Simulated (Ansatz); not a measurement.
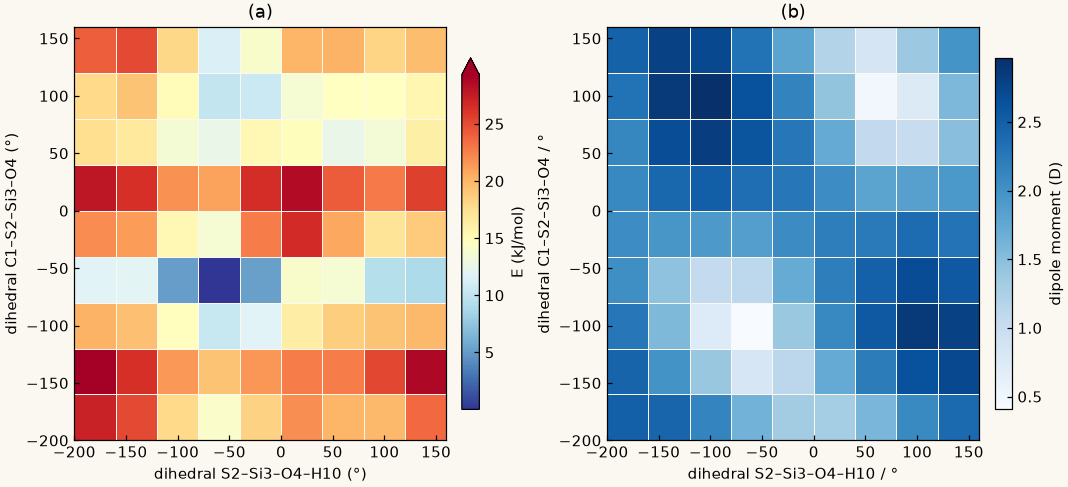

CH₆OSSi, SMILES CS[SiH2]O. First axis: dihedral S2–Si3–O4–H10. Second axis: dihedral C1–S2–Si3–O4. Nothing is relaxed (all other coordinates rigid). The scan uses a 9 × 9 grid. Points are written as (first, second). All energies are given in kJ/mol relative to the relaxed molecule at the same level. All numbers below come from RKS r2SCAN0-D4/def2-SVP (Ansatz 0.2.0).

Panel (a) is the energy; panel (b) is the computed dipole moment, in D.

Drawn: one coloured cell a grid point, one colour for all values above the top of the scale.

**How does the dipole moment vary over the map, and what is it at the lowest grid point?**

Leaving out the highest fifth of the energies, it runs from 0.41 D at (−60°, −100°) to 2.97 D at (−100°, 100°). At the lowest grid point, (−60°, −60°), it is 1.13 D.
